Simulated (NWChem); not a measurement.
**SF4 (sulfur tetrafluoride): HF/STO-3G**

What is the vertical ionisation energy of SF4 (sulfur tetrafluoride) at HF/STO-3G? 

The results are computed with NWChem 7.3.0.

## (1) The system as given

SF4: 5 atoms, total charge 0, spin state singlet. As SMILES, `FS(F)(F)F`. The coordinates come from a PBE0-D4/def2-TZVP relaxation.

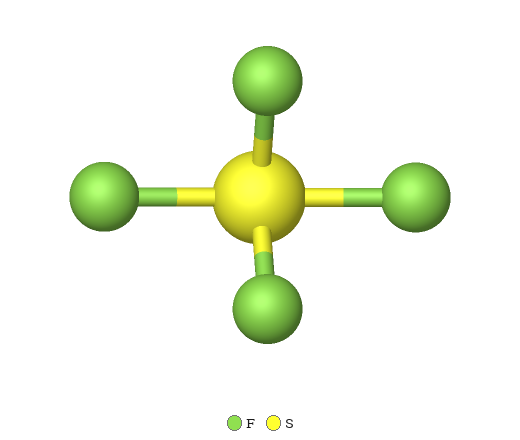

Viewed from a chosen angle; fluorine green, sulfur yellow.

## (2) A single-point energy at HF/STO-3G

The input, calc.nw:

```
start calc
memory total 2200 mb
geometry units atomic noautosym nocenter noautoz
  F  -1.06051430 -0.43085756  2.21627080
  S   0.12094247 -0.67538812 -0.45920345
  F   2.90394214 -0.87305347  0.92861142
  F  -2.72139459 -0.14607583 -1.62176296
  F   0.75702429  2.12518600 -1.06410478
end
basis spherical bse
  * library STO-3G
end
scf
  thresh 1e-08
  maxiter 80
  noprint "final vectors analysis"
end
task scf energy
```

Started as:

```sh
$ nwchem calc.nw > calc.out
```

What it wrote:

```text
[...]
  functions       =    29
[...]
  wavefunction    = RHF
[...]
         Total SCF energy =   -785.004887150180
      One-electron energy =  -1693.770067372341
      Two-electron energy =    610.046141337173
 Nuclear repulsion energy =    298.719038884988
        Time for solution =      1.4s
[...]
```

It took 2 s on 1 thread of Intel Xeon Platinum 8259CL at 2.50GHz (Skylake/Cascade Lake), shared host; peak memory 0.099 GiB.

## (3) The doublet cation at the same level

The input, mol.nw:

```
start mol
title "F4S"
memory total 2200 mb
charge 1

geometry units angstroms noautosym nocenter noautoz
   F     -0.561200    -0.228000     1.172800
   S      0.064000    -0.357400    -0.243000
   F      1.536700    -0.462000     0.491400
   F     -1.440100    -0.077300    -0.858200
   F      0.400600     1.124600    -0.563100
end

basis spherical bse
   * library STO-3G
end

scf
   nopen 1
   uhf
   thresh 1e-08
   maxiter 80
   noprint "final vectors analysis"
end

task scf energy
```

Started as:

```sh
$ nwchem mol.nw > mol.out
```

What it wrote:

```text
[...]
  functions       =    29
[...]
  wavefunction    = UHF
[...]
         Total SCF energy =   -784.808578896150
      One electron energy =  -1674.817291368542
      Two electron energy =    591.289651894939
 Nuclear repulsion energy =    298.719060577453
                       Sz =      0.5000
                 Sz(Sz+1) =      0.7500
                      S^2 =      0.8957
[...]
```

It took 3.3 s on 1 thread of Intel Xeon Platinum 8259CL at 2.50GHz (Skylake/Cascade Lake), shared host; peak memory 0.099 GiB.

## (4) Outcome

Level: HF/STO-3G.

| quantity | value |
| --- | --- |
| singlet SF4: total energy | -785.00489 Eh |
| singlet SF4: dipole moment | 0.65 D |
| doublet cation: total energy | -784.80858 Eh |
| doublet cation: ⟨S²⟩ | 0.896 |
| vertical ionisation energy (to the doublet cation) | 5.342 eV |

**Reading.** The vertical ionisation energy comes to 5.34 eV (515 kJ/mol). In a minimal basis such a difference can be off by several eV, whatever the method. Mulliken charges (singlet SF4) run from -0.36 on F3 to +1.15 on S2; they depend strongly on the basis. ⟨S²⟩ (doublet cation) is 0.90 where a pure doublet has 0.75: the reference is spin-contaminated.
